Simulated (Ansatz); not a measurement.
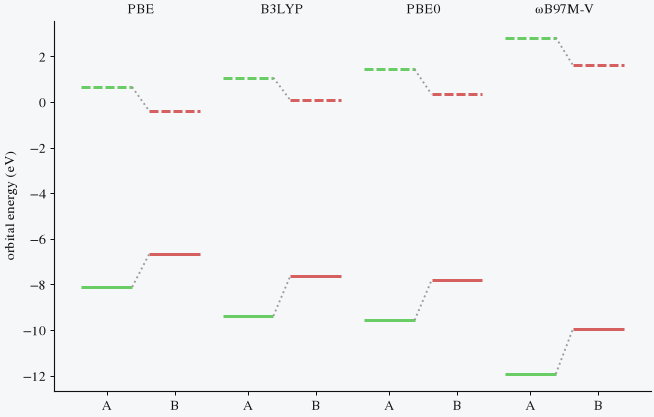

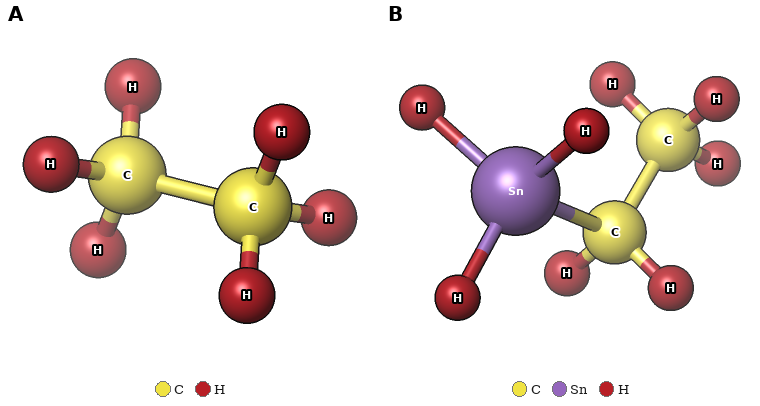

One change: A, C₂H₆ (SMILES CC), becomes B, C₂H₈Sn (SMILES C[CH2][SnH3]). H on C is replaced by SnH₃. HOMO (solid) and LUMO (dashed) computed in def2-TZVPP at PBE0-D4/def2-TZVP geometries, both minima by their frequencies, gas phase, the Ansatz code 0.2.0. Empty levels above zero depend strongly on the basis.

**What does the change do to HOMO and LUMO?**

PBE: the HOMO rises by 1.44 eV, the LUMO falls by 1.04 eV, and the separation goes from 8.77 to 6.28 eV. B3LYP: the HOMO rises by 1.76 eV, the LUMO falls by 0.99 eV, and the separation goes from 10.45 to 7.71 eV. PBE0: the HOMO rises by 1.75 eV, the LUMO falls by 1.10 eV, and the separation goes from 11.00 to 8.16 eV. ωB97M-V: the HOMO rises by 1.95 eV, the LUMO falls by 1.20 eV, and the separation goes from 14.75 to 11.60 eV.

**Do the functionals agree on the effect?**

They agree on the direction for both levels; the HOMO shift lies between 1.44 and 1.95 eV and the LUMO shift between −1.20 and −0.99 eV, while the separations themselves differ by up to 6.0 eV between functionals.

Caveats: core potentials past krypton; spin-orbit coupling is left out, and with Sn it can shift these values.
